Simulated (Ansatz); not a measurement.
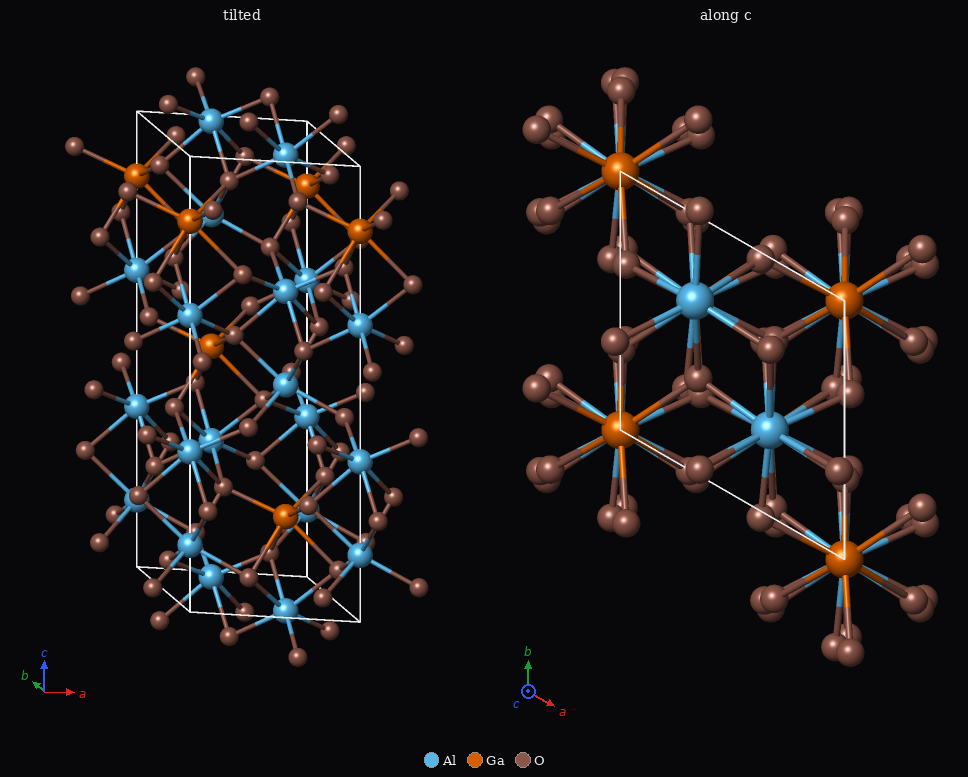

An orthographic ball-and-stick view of the structure, slightly off an axis and along the c axis. The conventional unit cell is outlined; an atom on or near a face, edge or corner is repeated at each equivalent position. A few atoms beyond the faces are included.

Al₃GaO₆, space group R3 (No. 146), a = 4.816 Å, b = 4.816 Å, c = 13.103 Å, α = 90.00°, β = 90.00°, γ = 120.00°. The model was built from a structure type filled with these elements by a generator (whether the compound takes this form wasn't checked). Earlier steps of the study may have refined or changed the cell and positions. It went into a calculation with Ansatz.

This one geometry was computed with Ansatz (DFT, plane waves, PAW) at five levels of theory: PBE, HSE06, PBE with spin-orbit coupling, r2SCAN and PBE0. It was relaxed beforehand with r2SCAN.

> Which level gives the highest pressure at this volume, and what does that say about its equilibrium volume?

Highest: PBE (8.1 GPa) and PBE with spin-orbit coupling (8.1 GPa), which points to the largest equilibrium volume. Lowest, with the smallest volume: HSE06 (-0.8 GPa) and PBE0 (-0.8 GPa). Levels within 0.5 GPa of each other can't be told apart.

> How does the band gap change with the level of theory?

PBE with spin-orbit coupling: a gap of 4.97 eV, indirect; PBE: a gap of 4.98 eV, indirect; r2SCAN: a gap of 5.77 eV, indirect; HSE06: a gap of 6.84 eV, indirect; PBE0: a gap of 7.58 eV, indirect.

> Collect the results in a table.

| level | cutoff (eV) | k-mesh of the run's cell | gap (eV) | pressure (GPa) |
| --- | --- | --- | --- | --- |
| PBE | 420 | 6×6×6 | 4.98 | 8.1 |
| HSE06 | 420 | 4×4×4 | 6.84 | -0.8 |
| PBE with spin-orbit coupling | 420 | 6×6×6 | 4.97 | 8.1 |
| r2SCAN | 500 | 6×6×6 | 5.77 | 0.0 |
| PBE0 | 420 | 4×4×4 | 7.58 | -0.8 |

Gaps are taken on the k-mesh or band path of each run.
